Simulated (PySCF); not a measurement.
Cl$_{2}$Sn, SMILES `Cl[Sn]Cl`.

PySCF calculation, M06-2X/def2-TZVP, gas phase; geometry: GFN2-xTB. Core potentials replace the inner electrons of Sn; spin–orbit coupling isn't included. No frequency check shows the geometry to be a minimum. GFN2-xTB bond lengths at metals and heavier atoms can be off by up to 0.1 Å and shapes distorted, which carries into these values. Without diffuse functions Rydberg states are missing, so the states' numbers hold for this basis only.

Cartesian coordinates (Å):

```
Cl1      1.8145    0.9146    0.0000
Sn2      0.0000   -0.6219    0.0000
Cl3     -1.8146    0.9145    0.0000
```

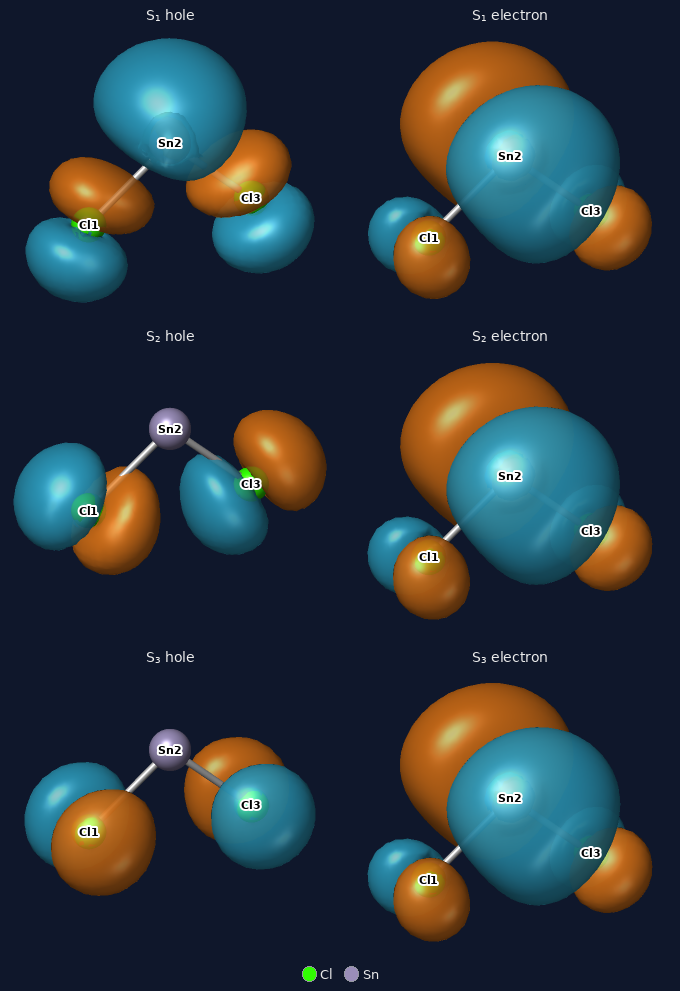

Leading natural transition orbitals (TDA singlet states).

### Describe these excited states.

By state:
- S₁: 3.92 eV (316 nm), f = 0.058; the leading pair carries 99 %; hole on Sn2 (46 %) and Cl1 and Cl3 (27 % each), electron on Sn2 (83 %) and Cl1 and Cl3 (9 % each); their centroids lie 0.4 Å apart.
- S₂: 4.81 eV (258 nm), f = 0.000 (dark); the leading pair carries 100 %; hole on Cl1 and Cl3 (47 % each) and Sn2 (5 %), electron on Sn2 (82 %) and Cl1 and Cl3 (9 % each); their centroids lie 1.3 Å apart.
- S₃: 5.40 eV (230 nm), f = 0.007; the leading pair carries 88 %; hole on Cl1 and Cl3 (45 % each) and Sn2 (10 %), electron on Sn2 (82 %) and Cl1 and Cl3 (9 % each); their centroids lie 1.3 Å apart.

The PySCF run took 110 s on 1 thread of Intel(R) Xeon(R) 6975P-C (Granite Rapids), on a shared host, peak memory 0.69 GiB.
